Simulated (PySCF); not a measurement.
## Electronic structure of C4H13ClOSi2 (SMILES C[SiH2]C(C)(C)O[SiH2]Cl) in real space

```yaml
atoms:
  - { symbol: C, position_ang: [-2.3905, 0.8701, 0.9717] }
  - { symbol: Si, position_ang: [-1.1455, -0.5143, 1.3158] }
  - { symbol: C, position_ang: [0.1854, -0.5037, -0.0801] }
  - { symbol: C, position_ang: [-0.4046, -0.6440, -1.4776] }
  - { symbol: C, position_ang: [1.2650, -1.5546, 0.1350] }
  - { symbol: O, position_ang: [0.7451, 0.8015, 0.0641] }
  - { symbol: Si, position_ang: [1.9876, 1.5736, -0.5953] }
  - { symbol: Cl, position_ang: [1.8040, 3.4052, 0.2023] }
  - { symbol: H, position_ang: [-2.9989, 0.6569, 0.0970] }
  - { symbol: H, position_ang: [-1.8802, 1.8142, 0.8019] }
  - { symbol: H, position_ang: [-3.0633, 1.0038, 1.8129] }
  - { symbol: H, position_ang: [-0.4377, -0.2881, 2.5781] }
  - { symbol: H, position_ang: [-1.7984, -1.8315, 1.3241] }
  - { symbol: H, position_ang: [-1.0869, 0.1773, -1.6805] }
  - { symbol: H, position_ang: [-0.9473, -1.5820, -1.5608] }
  - { symbol: H, position_ang: [0.3864, -0.6263, -2.2274] }
  - { symbol: H, position_ang: [2.0232, -1.4873, -0.6455] }
  - { symbol: H, position_ang: [0.8245, -2.5477, 0.1143] }
  - { symbol: H, position_ang: [1.7481, -1.4066, 1.0975] }
  - { symbol: H, position_ang: [1.8980, 1.6866, -2.0498] }
  - { symbol: H, position_ang: [3.2771, 1.0140, -0.1983] }
```

Geometry: GFN2-xTB.

Method: PySCF, PBE0/pcSseg-1, SCF density, gas phase, non-relativistic.

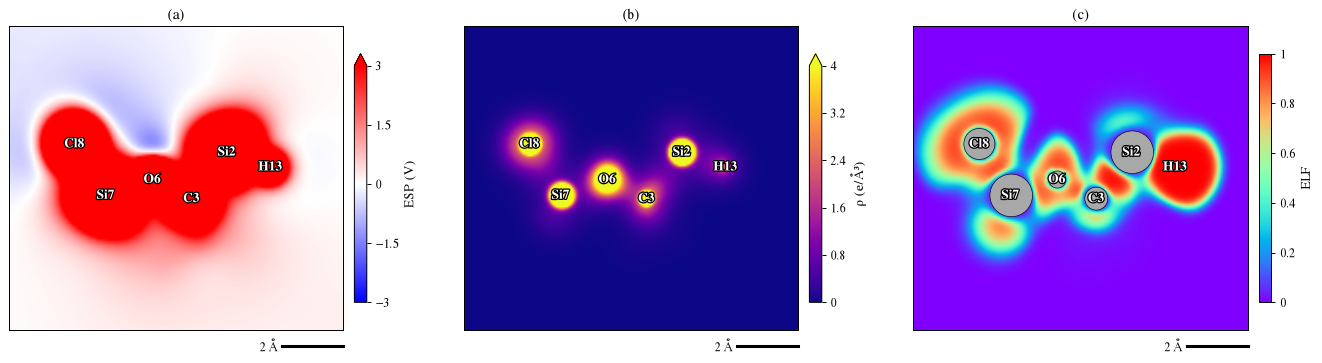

Figure 1. (a) electrostatic potential; (b) total electron density; (c) electron localisation function on the plane of atoms Si2, C3 and O6. Grey discs cover the atomic cores in the ELF map.

### Read the bonding off the picture.

The section cuts through Si, C, O, Cl and H sites.
C–O (1.43 Å): the density is about 1.9 e/Å³ at the midpoint, with its minimum of 1.6 e/Å³ about 0.5 Å from C; the ELF peaks at about 0.85 between the atoms: a polar covalent bond.
Si–O (1.60 Å): ρ is about 1.2 e/Å³ halfway; the ELF peaks at about 0.85 between the atoms; a polar covalent bond.
Si–Cl (2.01 Å): the density is about 0.99 e/Å³ at the midpoint; the ELF peaks at about 0.90 between the atoms: a shared but strongly polarised pair.
Si–H (1.47 Å): ρ is about 0.8 e/Å³ halfway; the ELF climbs to about 1 towards the hydrogen, as it does in any bond to H.
The ELF also peaks beside O6 and Cl8, away from the bonds: lone-pair regions.
Outside the dense part of the molecule the potential is most negative (−1.3 V) near O6.

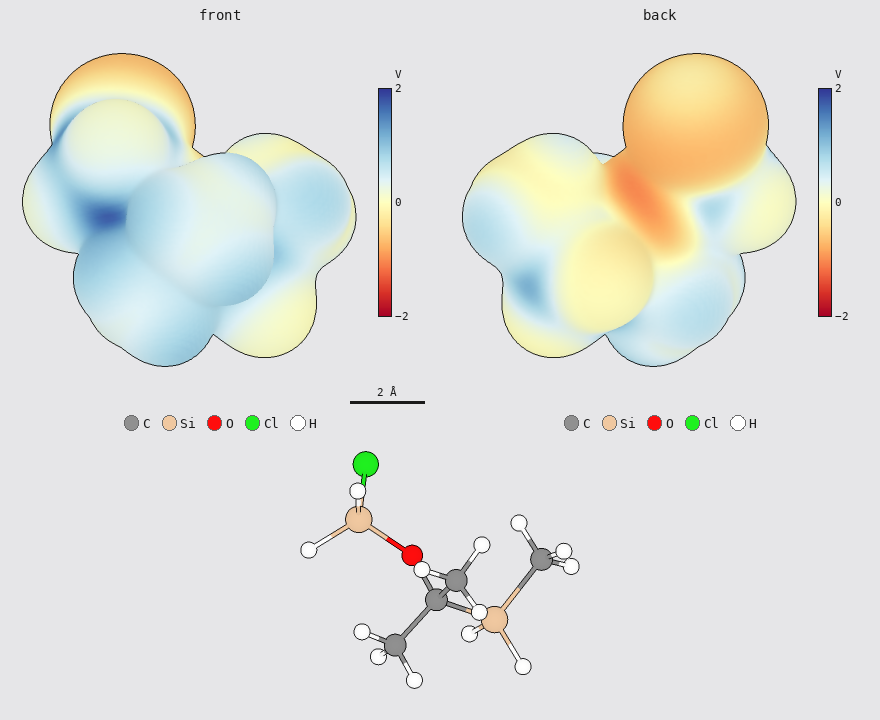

Figure 2. The molecular electrostatic potential painted on the density surface at 0.002 e/bohr³, seen from the front and from behind; red is negative and blue positive. The bare structure is drawn below in the same view.

### Describe the electrostatic potential map.

The most negative region (about −1.0 V) lies over O6 and Cl8, the most positive (about +1.5 V) over Si7.

### How polar is the molecule by this calculation?

Its dipole moment is 2.61 D.
